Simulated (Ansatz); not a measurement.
# CH5AlFGa: a short trajectory

What does CH5AlFGa do in its first 20 fs with a Langevin thermostat, with the temperature set to 1500 K?

The runs use Ansatz 0.2.0, Gaussian basis; r2SCAN/6-31G* with D3(BJ) dispersion.

### 1 The geometry

An earlier PBE0-D4 in a triple-zeta def2 set relaxation fixed the geometry.

SMILES `F[CH2][AlH][GaH2]`, 9 atoms, charge 0, spin multiplicity 1.

Atoms are counted from 1 here; the program's logs count them from 0.

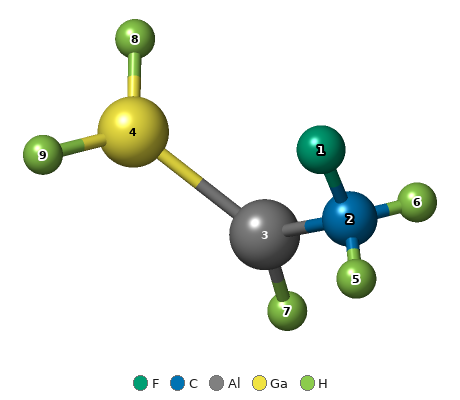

The geometry (fluorine teal, carbon blue, aluminium grey, gallium yellow, hydrogen green); atoms are numbered from 1 in the order of the file.

Geometry (Å):

```xyz
9
charge 0, multiplicity 1
F    -0.8260    1.5769   -0.9899
C     0.5450    1.4279   -0.7196
Al    0.8597   -0.2679    0.2673
Ga   -1.1706   -1.6636    0.7651
H     0.8680    2.3138   -0.1576
H     1.0760    1.4664   -1.6796
H     2.3718   -0.5966    0.6570
H    -1.7040   -2.7700   -0.2271
H    -2.0199   -1.4869    2.0843
```

### 2 Dynamics

in.yaml reads:

```yaml
crystal:
  periodic: [false, false, false]
  atoms:
    - {symbol: F, position_ang: [-0.825983, 1.576883, -0.989864]}
    - {symbol: C, position_ang: [0.544972, 1.427943, -0.719607]}
    - {symbol: Al, position_ang: [0.859745, -0.267930, 0.267328]}
    - {symbol: Ga, position_ang: [-1.170608, -1.663616, 0.765079]}
    - {symbol: H, position_ang: [0.868047, 2.313810, -0.157604]}
    - {symbol: H, position_ang: [1.075991, 1.466404, -1.679595]}
    - {symbol: H, position_ang: [2.371753, -0.596572, 0.657006]}
    - {symbol: H, position_ang: [-1.704024, -2.770040, -0.227087]}
    - {symbol: H, position_ang: [-2.019895, -1.486882, 2.084344]}
basis:
  gaussian: {orbitals: "6-31G*"}
hamiltonian: {xc: {name: r2SCAN}, dispersion: d3bj}
md: {timestep: 1 fs, n_steps: 20, ensemble: nvt_langevin, temperature: 1500, initial_velocities: maxwell_boltzmann, friction: 0.01, seed: 368}
```

On the command line:

```
$ ansatz run in.yaml --threads 4 --pin off --events-out ev --progress --plain --max-ram 10444MiB
```

Standard output, shortened:

```text
Warning: the engine holds no damping parameters fitted to this dispersion correction and functional, so the run takes those fitted to r2scan beside the three-body term, which d3bj leaves out (hamiltonian.dispersion, under Limitations)
Functional definition: r2SCAN
  name "r2SCAN"
  cite "Furness, Kaplan, Ning, Perdew & Sun, J. Phys. Chem. Lett. 11, 8208 (2020) doi:10.1021/acs.jpclett.0c02405"
  cite "Furness, Kaplan, Ning, Perdew & Sun, J. Phys. Chem. Lett. 11, 9248 (2020) doi:10.1021/acs.jpclett.0c03077"
  parent r2scan
[...]
1115 factors; their error is unknown
[...]
mean field -62797.85639459 eV, -2307.7786565852 hartree, gradient 4.8e-5 eV, S^2 0.000000; 0 other end points of the search recorded, 0 dependent functions left out
[...]
reference -62797.85641272 eV, -2307.7786572517 hartree; 32, 32 occupied and 62, 62 virtual orbitals, 1115 factors
md step     0: t =     0.00 fs  T =  1333.3 K  F+E_penalty+E_count = -62797.89696728 eV  E_kin = 1.551120 eV  (27 SCF iters)
[...]
md step     5: t =     5.00 fs  T =   948.7 K  F+E_penalty+E_count = -62797.33176882 eV  E_kin = 1.103667 eV  (30 SCF iters, 3 dispersion substeps)
[...]
md step    10: t =    10.00 fs  T =   897.4 K  F+E_penalty+E_count = -62797.35735154 eV  E_kin = 1.044006 eV  (30 SCF iters, 3 dispersion substeps)
[...]
md step    15: t =    15.00 fs  T =   937.0 K  F+E_penalty+E_count = -62796.97713194 eV  E_kin = 1.090009 eV  (29 SCF iters, 3 dispersion substeps)
[...]
md step    19: t =    19.00 fs  T =   880.5 K  F+E_penalty+E_count = -62796.85331115 eV  E_kin = 1.024289 eV  (30 SCF iters, 3 dispersion substeps)
[...]
md step    20: t =    20.00 fs  T =   927.2 K  F+E_penalty+E_count = -62796.87166168 eV  E_kin = 1.078626 eV  (30 SCF iters, 3 dispersion substeps)
Total energy: -62796.87167979 eV, -2307.7424689838 hartree
Atom 0 at    -1.022783     1.485280    -1.027180 Å, force    -0.832857    -0.324157    -0.519273 eV/Å
Atom 1 at     0.285373     1.384731    -0.602702 Å, force     1.490924    -1.986535    -2.174467 eV/Å
Atom 2 at     0.857484    -0.356995     0.176781 Å, force     0.280821     1.415891    -0.734884 eV/Å
Atom 3 at    -1.096167    -1.648462     0.762116 Å, force    -0.330190    -2.009182     0.755909 eV/Å
Atom 4 at     0.499292     2.341654    -0.243568 Å, force     1.071452     1.697870     0.853550 eV/Å
Atom 5 at     1.079851     1.220690    -1.586271 Å, force    -1.974853     0.534577     1.795739 eV/Å
Atom 6 at     2.427252    -0.109055    -0.046119 Å, force     0.117251    -0.647050     0.398759 eV/Å
Atom 7 at    -2.065263    -2.829060     0.115083 Å, force     0.417643     0.993027     0.139542 eV/Å
Atom 8 at    -1.157801    -1.799692     2.399384 Å, force    -0.240190     0.325560    -0.514875 eV/Å
Dipole moment:     0.252479    -0.032582     0.094595 e Å
```

Run time: 39 s. Hardware: 4 threads of Arm Neoverse V1, shared host.

### 3 Frames and traces

Step by step, with energies from the first frame:

| time (fs) | T (K) | potential (meV) | Al3–H7 (Å) |
| --- | --- | --- | --- |
| 0.0 | 1333 | 0.0 | 1.596 |
| 1.0 | 1337 | 122.9 | 1.648 |
| 2.0 | 1079 | 364.0 | 1.702 |
| 3.0 | 1121 | 467.5 | 1.750 |
| 4.0 | 984 | 502.5 | 1.787 |
| 5.0 | 949 | 565.2 | 1.812 |
| 6.0 | 1004 | 647.2 | 1.827 |
| 7.0 | 765 | 721.4 | 1.828 |
| 8.0 | 795 | 740.7 | 1.807 |
| 9.0 | 852 | 667.9 | 1.773 |
| 10.0 | 897 | 539.6 | 1.733 |
| 11.0 | 976 | 495.8 | 1.685 |
| 12.0 | 1069 | 631.5 | 1.631 |
| 13.0 | 979 | 821.8 | 1.575 |
| 14.0 | 995 | 864.2 | 1.516 |
| 15.0 | 937 | 919.8 | 1.465 |
| 16.0 | 800 | 1025.0 | 1.442 |
| 17.0 | 733 | 1088.2 | 1.448 |
| 18.0 | 869 | 1073.0 | 1.483 |
| 19.0 | 880 | 1043.7 | 1.539 |
| 20.0 | 927 | 1025.3 | 1.605 |

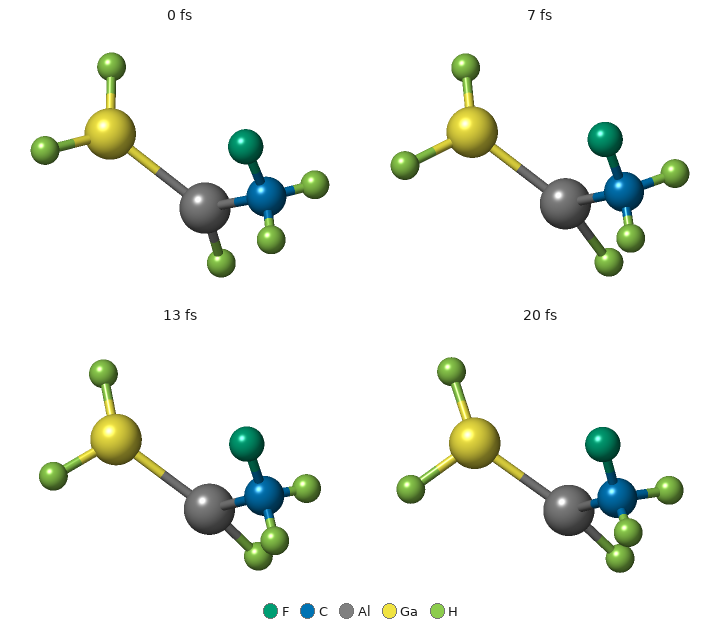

Four frames; sticks are those of the first frame.

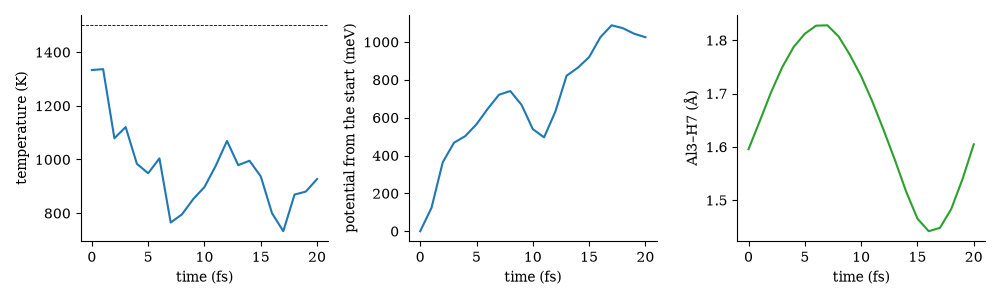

Temperature (the set value dashed), potential energy and the bond that swings most.

Positions (Å) and forces (eV/Å) at 20.0 fs:

```xyz
9

F    -1.023    1.485   -1.027   -0.833   -0.324   -0.519
C     0.285    1.385   -0.603    1.491   -1.987   -2.174
Al    0.857   -0.357    0.177    0.281    1.416   -0.735
Ga   -1.096   -1.648    0.762   -0.330   -2.009    0.756
H     0.499    2.342   -0.244    1.071    1.698    0.854
H     1.080    1.221   -1.586   -1.975    0.535    1.796
H     2.427   -0.109   -0.046    0.117   -0.647    0.399
H    -2.065   -2.829    0.115    0.418    0.993    0.140
H    -1.158   -1.800    2.399   -0.240    0.326   -0.515
```

### 4 What came out

| quantity | value |
| --- | --- |
| length | 20 steps of 1.0 fs |
| temperature, first and last frame | 1333, 927 K |
| temperature, second half | mean 915 K, from 733 to 1069 K |
| swing of the potential | 1088 meV |
| range of Al3–H7 | 1.442 to 1.828 Å |

**Reading.** From 1333 K at the start the temperature swings between 733 and 1337 K: with 9 atoms it has no steady value yet; energy flows between kinetic and potential parts, and any thermostat adds or takes heat. The first value differs from the one set because the log counts other degrees of freedom than the draw of velocities did. Al3–H7 swings most, by 0.39 Å; no bond breaks. A run of 20 fs gives no averages.
